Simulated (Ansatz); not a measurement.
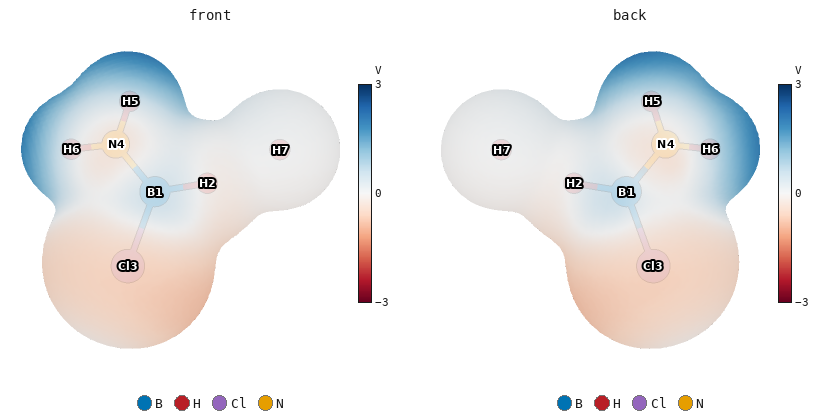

Figure. BClH$_{3}$N···H (doublet). The electrostatic potential painted on the density surface at 0.002 e/bohr³, seen from the front and from behind; red is negative and blue positive.

Theory: UKS B3LYP/def2-SVP in Ansatz 0.2.0.

```xyz
7

B     0.0182   -0.0136   -0.1253
H     0.1395   -0.2973    1.0326
Cl    1.4730    0.3721   -1.0758
N    -1.2353    0.0202   -0.7198
H    -2.0814   -0.2023   -0.2073
H    -1.3861    0.2543   -1.6944
H    -0.2620   -0.1333    2.8451
```

### Describe the electrostatic potential map.

The most negative region (about −0.8 V) lies over Cl3, the most positive (about +2.0 V) over H5.
